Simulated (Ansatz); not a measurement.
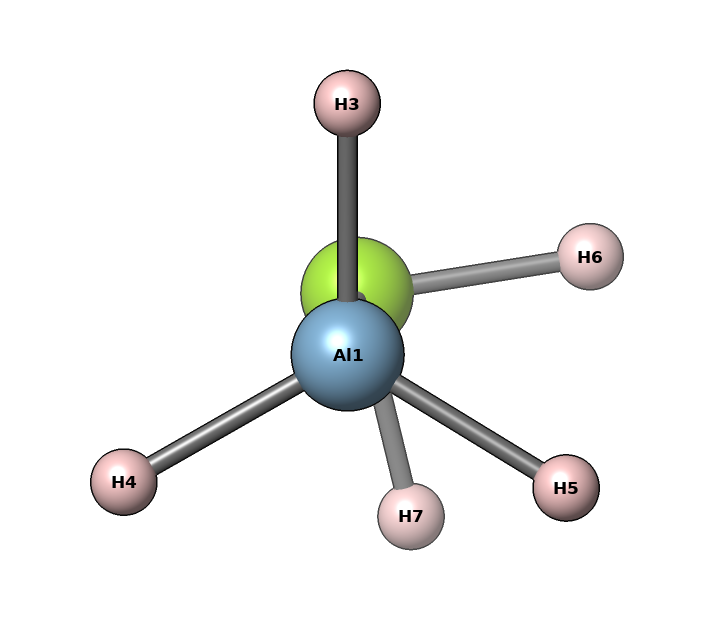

(Drawn from a calculation with Ansatz.)

Se2 lies behind Al1. The molecule seen nearly along the Al1–Se2 bond, Al1 in front. Atoms fade into the background with distance from the viewer. Geometry: moved along internal coordinates away from the minimum.

> What is the torsion angle H3–Al1–Se2–H6? The sign is positive where the front bond must turn clockwise to cover the back bond.

82°, about perpendicular.
